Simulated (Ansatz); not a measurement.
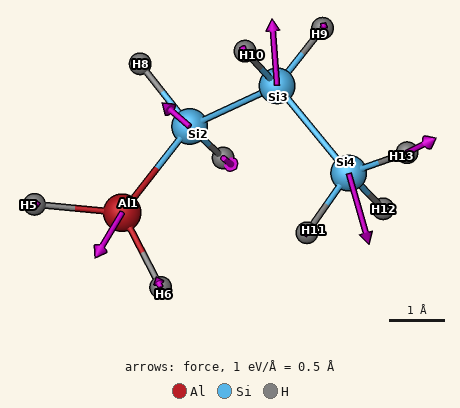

Starting geometry of AlSi3H9 (coarse preliminary run) with the computed forces as purple arrows. Style: ball-and-stick. Shown at a tilt.

The start comes from a force field.

Level of theory: RKS PBE-D4/def2-SVP in Ansatz.

Input file:
```yaml
crystal:
  periodic: [false, false, false]
  atoms:
    - {symbol: Al, position_ang: [-0.680000, 1.131000, -2.077700]}
    - {symbol: Si, position_ang: [0.469700, -0.723400, -1.365900]}
    - {symbol: Si, position_ang: [1.100000, -0.398900, 0.729200]}
    - {symbol: Si, position_ang: [-0.591800, -0.080600, 2.025100]}
    - {symbol: H, position_ang: [-0.211200, 2.010200, -3.362700]}
    - {symbol: H, position_ang: [-2.044000, 1.642400, -1.305500]}
    - {symbol: H, position_ang: [-0.367900, -1.903300, -1.424700]}
    - {symbol: H, position_ang: [1.688100, -0.903200, -2.231100]}
    - {symbol: H, position_ang: [1.879900, -1.562700, 1.252800]}
    - {symbol: H, position_ang: [1.996400, 0.790400, 0.834000]}
    - {symbol: H, position_ang: [-1.416100, 1.086000, 1.571300]}
    - {symbol: H, position_ang: [-1.510300, -1.270400, 1.964800]}
    - {symbol: H, position_ang: [-0.292400, 0.147800, 3.405200]}
basis:
  gaussian: {orbitals: def2-SVP}
hamiltonian: {xc: pbe, dispersion: d4}
relax: {f_tol: 0.03, max_steps: 200}
```

Command:
```bash
ansatz run in.yaml --threads 4 --pin off --events-out ev --progress --plain --max-ram 10444MiB
```

> Is this structure relaxed? If not, where do the atoms go?

It isn't relaxed: the largest force vector, on Si4, is 2.75 eV/Å. The final displacements have little in common with the starting forces (cosine between the two patterns 0.06). The atom that moves furthest after the best rigid fit is H5 (2.02 Å). By element the largest moves are H 2.02 Å, Al 0.75 Å, Si 0.43 Å. Some distances before and after: Al1–H11 3.723 → 2.010 Å, Al1–Si4 4.279 → 3.220 Å, Si3–Si4 2.155 → 2.353 Å, Al1–Si2 2.295 → 2.477 Å. Among the angles between lasting bonds that change: Si2–Si3–Si4 111.6° → 95.5°, Al1–Si2–Si3 108.5° → 96.6°, Si2–Si3–H9 111.5° → 121.1°. Groups turn about Al1–Si2 by about 60°. The energy falls by 18.6 kcal/mol in 27 accepted moves (28 points after the start). Largest force component: 2.7 eV/Å at the start, 0.021 eV/Å at the end. The line search rejected the trial step at point 13 of the run. The forces were under the threshold at step 3, but the run went on from there.
